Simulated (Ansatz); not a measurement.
**Single-point calculation, with input and output: CH6N2OSi**

- system: CH6N2OSi
- method: RKS r2SCAN-D4/def2-TZVPP (Ansatz 0.2.0)

The geometry comes from this level: PBE0-D4/def2-TZVP. Figures and captions count atoms from 1; the log counts them from 0 in places.

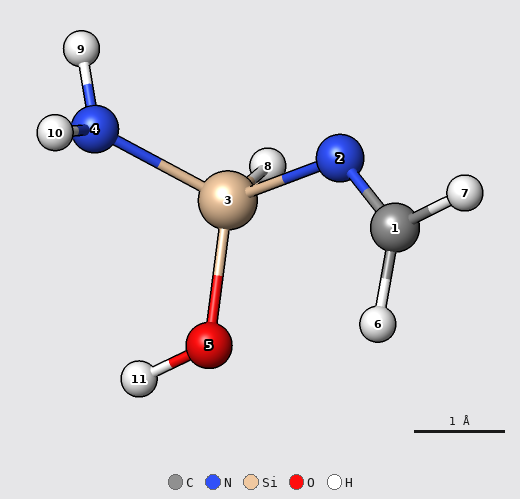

Fig. 1: The input geometry (ball-and-stick view, seen at a tilt; atoms are numbered from 1 in the order of the input).

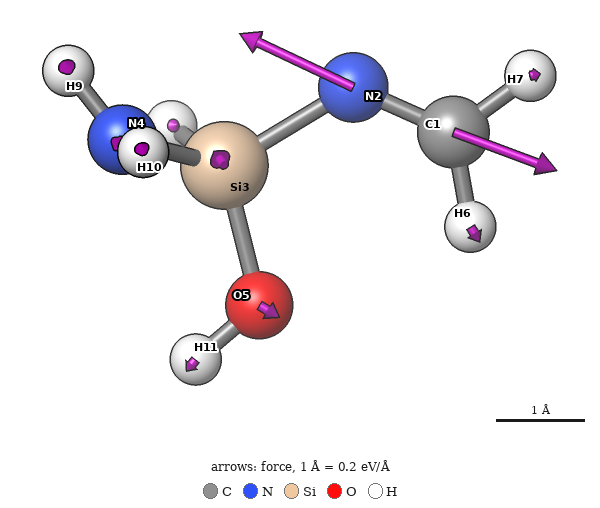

Fig. 2: Forces on the atoms as pink arrows (ball-and-stick view, seen at a tilt; atoms are numbered from 1 in the order of the input). The largest act on N2 (0.29 eV/Å); C1 (0.26 eV/Å). The geometry is not a stationary point of this energy.

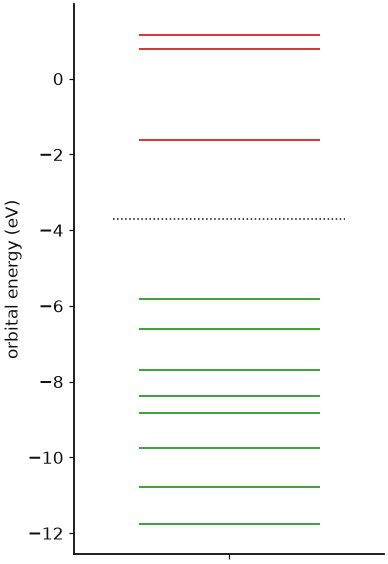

Fig. 3: Orbital energies near the frontier; the dotted line parts filled from empty levels, and levels within 0.02 eV of each other stand side by side. Highest filled −5.81 eV, lowest empty −1.62 eV, 4.19 eV apart.

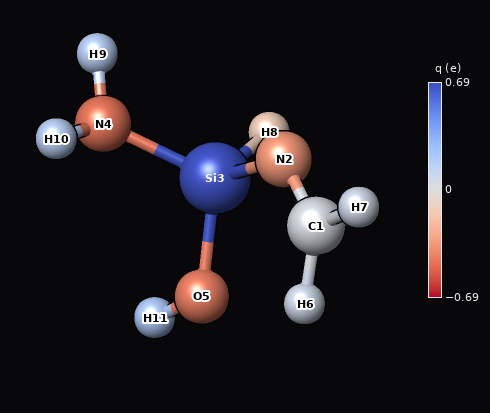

Fig. 4: Mulliken charges, as the colour of each atom (ball-and-stick view, seen at a tilt; atoms are numbered from 1 in the order of the input). By element: C +0.03, N −0.45 to −0.34, Si +0.66, O −0.42 and H −0.12 to +0.20 e.

The input and output of the run follow.

**Input file**
```yaml
crystal:
  periodic: [false, false, false]
  atoms:
    - {symbol: C, position_ang: [-1.525769, 1.450221, 0.076462]}
    - {symbol: N, position_ang: [-1.099650, 0.391741, 0.606448]}
    - {symbol: Si, position_ang: [0.063215, -0.682946, -0.103619]}
    - {symbol: N, position_ang: [1.471510, -0.902235, 0.838752]}
    - {symbol: O, position_ang: [0.476386, -0.047269, -1.566260]}
    - {symbol: H, position_ang: [-1.205430, 1.814620, -0.910270]}
    - {symbol: H, position_ang: [-2.261810, 2.072782, 0.600718]}
    - {symbol: H, position_ang: [-0.582561, -2.012084, -0.208858]}
    - {symbol: H, position_ang: [1.465619, -1.605149, 1.560815]}
    - {symbol: H, position_ang: [2.021393, -0.105856, 1.121798]}
    - {symbol: H, position_ang: [1.242496, -0.430726, -1.995387]}
basis:
  gaussian: {orbitals: def2-TZVPP}
hamiltonian: {xc: r2scan, dispersion: d4}
output: {forces: true, orbitals: {seedname: orbitals}}
```

Launched with:
```bash
ansatz run in.yaml --threads 4 --pin off --events-out ev --progress --plain --max-ram 10444MiB
```

**Output**
```
Functional definition: r2SCAN
  name "r2SCAN"
  cite "Furness, Kaplan, Ning, Perdew & Sun, J. Phys. Chem. Lett. 11, 8208 (2020) doi:10.1021/acs.jpclett.0c02405"
  cite "Furness, Kaplan, Ning, Perdew & Sun, J. Phys. Chem. Lett. 11, 9248 (2020) doi:10.1021/acs.jpclett.0c03077"
  parent r2scan
  parameter k0 = 0.174
  parameter k1 = 0.065
  parameter a1 = 4.9479
  exchange = r2scan_x(k0 = k0, k1 = k1, a1 = a1)
  correlation = r2scan_c
1283 factors; their error is unknown
mean field evaluation 1: about -14024.0238 eV, gradient 9.6e1 eV
mean field evaluation 2: about -13993.8884 eV, gradient 1.5e2 eV
mean field evaluation 4: about -14039.9468 eV, gradient 1.6e1 eV
mean field evaluation 8: about -14040.5203 eV, gradient 1.4e-1 eV
mean field evaluation 16: about -14040.4952 eV, gradient 7.3e-3 eV
mean field -14040.49519751 eV, -515.9786815192 hartree, gradient 7.6e-5 eV, S^2 0.000000; 0 other end points of the search recorded, 0 dependent functions left out
the calculation of the forces begins
reference -14040.49521012 eV, -515.9786819824 hartree; 24, 24 occupied and 226, 226 virtual orbitals, 1283 factors
Total energy: -14040.55125664 eV, -515.9807416540 hartree
Atom 0 at    -1.525769     1.450221     0.076462 Å, force    -0.095856     0.218164    -0.095113 eV/Å
Atom 1 at    -1.099650     0.391741     0.606448 Å, force     0.086834    -0.251607     0.122420 eV/Å
Atom 2 at     0.063215    -0.682946    -0.103619 Å, force    -0.031124    -0.055607     0.011382 eV/Å
Atom 3 at     1.471510    -0.902235     0.838752 Å, force     0.002396    -0.030810    -0.035487 eV/Å
Atom 4 at     0.476386    -0.047269    -1.566260 Å, force    -0.016108     0.045314    -0.030023 eV/Å
Atom 5 at    -1.205430     1.814620    -0.910270 Å, force     0.001092     0.025114    -0.035603 eV/Å
Atom 6 at    -2.261810     2.072782     0.600718 Å, force    -0.012971     0.022268     0.004782 eV/Å
Atom 7 at    -0.582561    -2.012084    -0.208858 Å, force     0.006373     0.023209     0.012065 eV/Å
Atom 8 at     1.465619    -1.605149     1.560815 Å, force     0.018830     0.009336     0.037647 eV/Å
Atom 9 at     2.021393    -0.105856     1.121798 Å, force     0.014263     0.006030     0.030610 eV/Å
Atom 10 at     1.242496    -0.430726    -1.995387 Å, force     0.026271    -0.011410    -0.022678 eV/Å
Dipole moment:     0.320922     0.081728    -0.007086 e Å
```

**Key numbers**

- outcome: converged
- total energy: −14040.5513 eV
- mean-field energy: −14040.4952 eV
- dispersion energy: −0.0560 eV
- SCF solution under orbital rotations: stable
- HOMO: −5.81 eV
- LUMO: −1.62 eV
- largest force (length of the vector): 0.293 eV/Å
- dipole moment: 1.59 D
- hardware: 4 threads of Intel Xeon @ 2.50GHz, 15 GiB of memory available, shared host
- wall time: 4.1 s (CPU time 14 s)
- peak memory: 0.35 GiB
